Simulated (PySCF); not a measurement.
**CH3Cl3Sn, SMILES `C[Sn](Cl)(Cl)Cl`: what the electrons do**

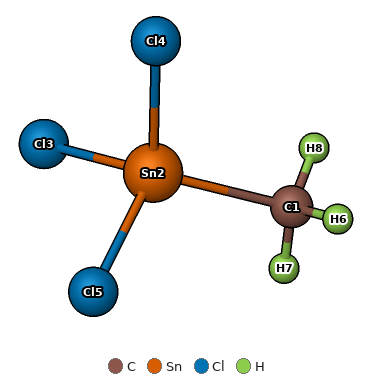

The molecule, with its atoms numbered as below. No frequency check shows the geometry to be a minimum.

Geometry (Å), atoms numbered from 1:

```
C1       0.0057   -0.0024    2.4388
Sn2      0.0005    0.0000    0.2206
Cl3     -1.2197    1.7722   -0.6630
Cl4     -0.9277   -1.9401   -0.6651
Cl5      2.1427    0.1688   -0.6692
H6       0.5923   -0.8499    2.7632
H7       0.4523    0.9292    2.7641
H8      -1.0248   -0.0812    2.7662
```

Part 1: Bonding charge

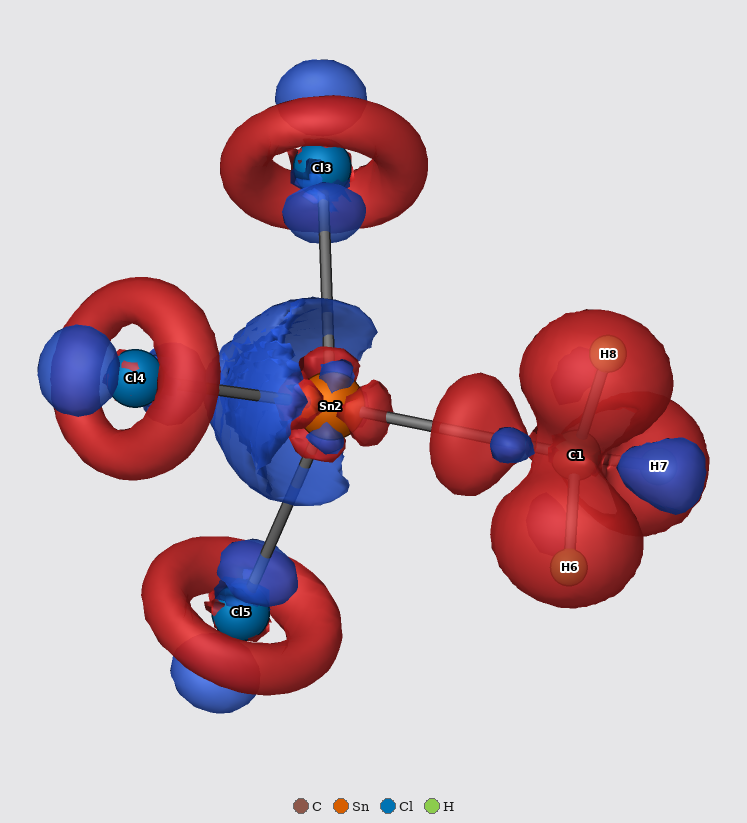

Deformation density (molecule less spherical, spin-averaged free atoms at the same positions), surfaces at ±0.06 e/Å³; red: gain, blue: loss.

Method: BLYP/def2-SVP; geometry: GFN2-xTB; program: PySCF. Core potentials replace the inner electrons of Sn; spin–orbit coupling isn't included.

How much density has each bond gained at its critical point, relative to the free atoms?

Answer. C1–H6, C1–H7 and C1–H8: +0.66 e/Å³ at the bond critical point (bond length 1.08 Å, Mayer order 1.0). C1–Sn2: +0.11 e/Å³ at the bond critical point (bond length 2.22 Å, Mayer order 0.9). Sn2–Cl5, Sn2–Cl3 and Sn2–Cl4: +0.01 e/Å³ at the bond critical point (bond length 2.33 Å, Mayer order 1.1). In all, 1.6 electrons gather in the regions of gain relative to the promolecule. A small or negative value marks a very polar bond, one between electron-rich atoms, whose free-atom densities already overlap strongly, a long bond to a heavier atom, or a closed-shell contact such as a hydrogen bond.

Where do the Hirshfeld charges lie?

Answer. The highest Hirshfeld charge is on Sn2 (+0.47 e), the lowest on Cl3, Cl4 and Cl5 (−0.16 e).

```json
{"atom": "C1", "charge (e)": "−0.14"}
{"atom": "Sn2", "charge (e)": "+0.47"}
{"atom": "Cl3", "charge (e)": "−0.16"}
{"atom": "Cl4", "charge (e)": "−0.16"}
{"atom": "Cl5", "charge (e)": "−0.16"}
{"atom": "H6", "charge (e)": "+0.05"}
{"atom": "H7", "charge (e)": "+0.05"}
{"atom": "H8", "charge (e)": "+0.05"}
```

Part 2: Bond critical points

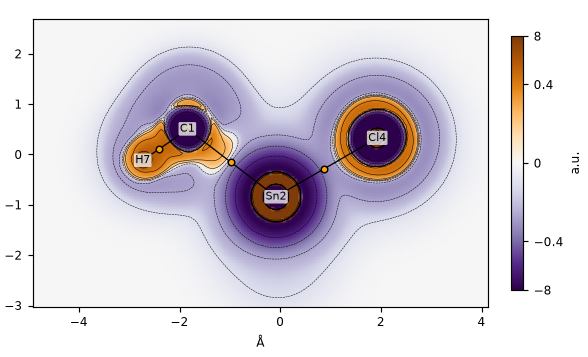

Negative Laplacian of the density (−∇²ρ) in the plane of C1, Sn2, Cl4 and H7 (orange positive, purple negative, colour scale in a.u., logarithmic beyond ±0.04), with bond paths and bond critical points (dots).

Sort the bonds in the plane by the sign of ∇²ρ at their critical points.

Answer. Concentrated (∇²ρ < 0): C1–H7 (−1.03 a.u.). Depleted (∇²ρ > 0): C1–Sn2 (+0.09 a.u., H = −0.033); Sn2–Cl4 (+0.21 a.u., H = −0.018).

Where along C1–H7 does the critical point lie?

Answer. 0.69 Å from C1 and 0.39 Å from H7.

Part 3: Electrostatic potential

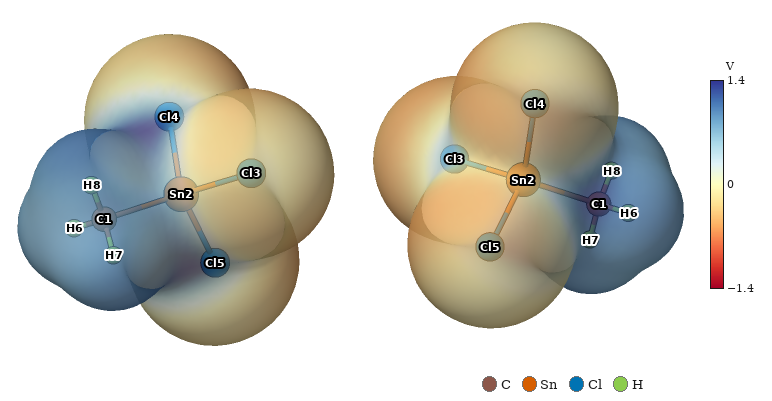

Electrostatic potential on the surface of electron density 0.001 a.u. (back view left, front view right).

Where are the extremes of the potential on the surface?

Answer. Highest: 1.36 V, near H6 (2.12 Å) and Sn2 (2.22 Å), over C1 (2.6 Å), and at like points elsewhere. Further maxima include 0.56 V, 2.3 Å from Sn2; −0.07 V, 2.0 Å from Cl3. Lowest: −0.54 V, 2.1 Å from Cl5, and at like points elsewhere. The surface is sampled at points, so like sites can differ by a few per cent and only the strongest of them is named.

What volume does the surface enclose, and what is the dipole moment?

Answer. About 153 Å³; the dipole moment is 3.3 D.

Part 4: Excited states

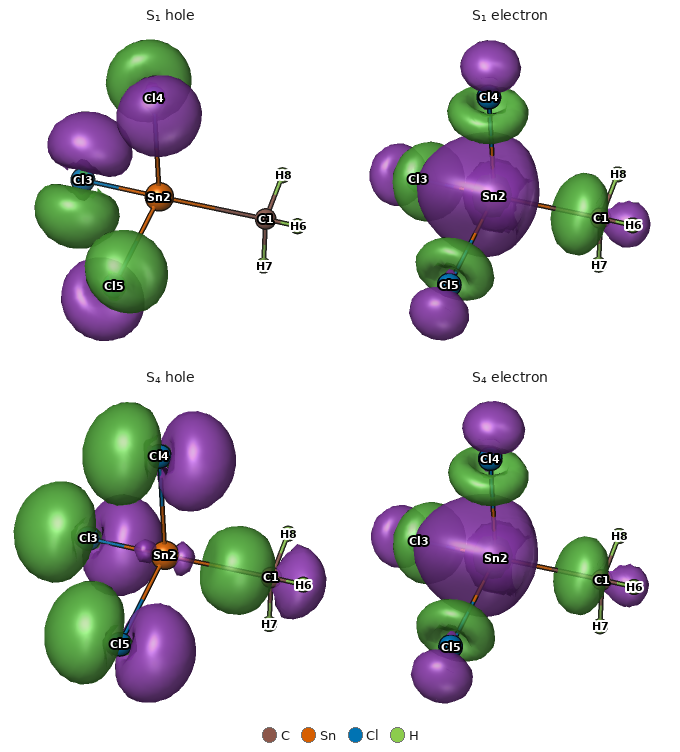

Leading natural transition orbitals (TDA singlet states).

Computed with PySCF, PBE0/def2-SVP, geometry: GFN2-xTB. Core potentials replace the inner electrons of Sn; spin–orbit coupling isn't included. Without diffuse functions Rydberg states are missing, so the states' numbers hold for this basis only.

Describe these excited states.

Answer. By state:
- S₁: 5.49 eV (226 nm), f = 0.000 (dark); the leading pair carries 99 %; hole on Cl3, Cl4 and Cl5 (32 % each), electron on Sn2 (34 %), Cl3, Cl4 and Cl5 (16 % each) and C1 (14 %); their centroids lie 0.8 Å apart.
- S₄: 5.83 eV (213 nm), f = 0.128 (bright); the leading pair carries 98 %; hole on Cl3, Cl4 and Cl5 (27 % each), C1 (9 %) and Sn2 (8 %), electron on Sn2 (35 %), Cl3, Cl4 and Cl5 (16 % each) and C1 (12 %); their centroids lie 0.3 Å apart.

Part 5: In an electric field

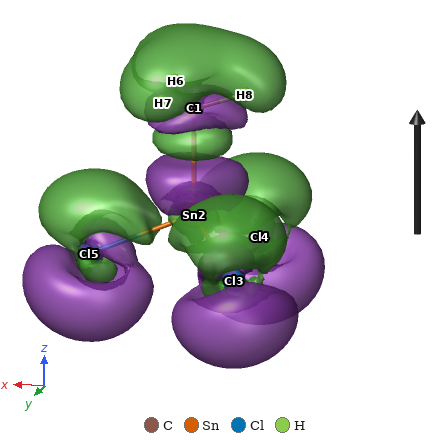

Change of the electron density in a uniform field of 0.41 V/Å along +z (arrow), surfaces at ±0.002 e/Å³ (purple: gain, green: loss).

Computed with PySCF, B3LYP/def2-SVPD, geometry: GFN2-xTB. Core potentials replace the inner electrons of Sn; spin–orbit coupling isn't included.

What dipole is induced, and what polarisability does it imply?

Answer. The induced dipole is 2.01 D (along the field); α along this axis, from the fields in both directions, is 99 bohr³ (14.7 Å³).

Which atoms gain and lose the most charge?

Answer. Electrons gather most on Cl3, Cl4 and Cl5 alike (Hirshfeld charge changes by −0.021 e) and leave C1 most (+0.023 e); 0.158 electrons are displaced in all.

Part 6: Removing or adding an electron

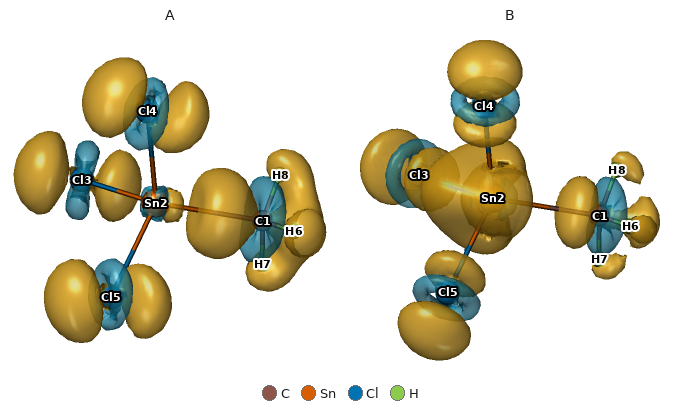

The two Fukui functions at ±0.02 e/Å³ (yellow positive, teal negative).

Level of theory: PBE0/def2-SVPD (PySCF), at a geometry from GFN2-xTB. Core potentials replace the inner electrons of Sn; spin–orbit coupling isn't included.

Which panel is f⁻ (electron removed) and which f⁺ (electron added)?

Answer. A is f⁻, B is f⁺. f⁻ (Hirshfeld-condensed) is largest on Cl3, Cl4 and Cl5 (0.21 each); the vertical ionisation energy is 10.91 eV (the stability of the cation's solution wasn't checked). f⁺ (Hirshfeld-condensed) is largest on Sn2 (0.19) and Cl3, Cl4 and Cl5 (0.19 each); the vertical electron affinity is 0.88 eV (the stability of the anion's solution wasn't checked; the anion's highest orbital has positive energy, so this value and f⁺ depend on the basis).

What chemical potential and hardness follow from the two energies?

Answer. μ = −(I + A)/2 = −5.89 eV and η = I − A = 10.03 eV.
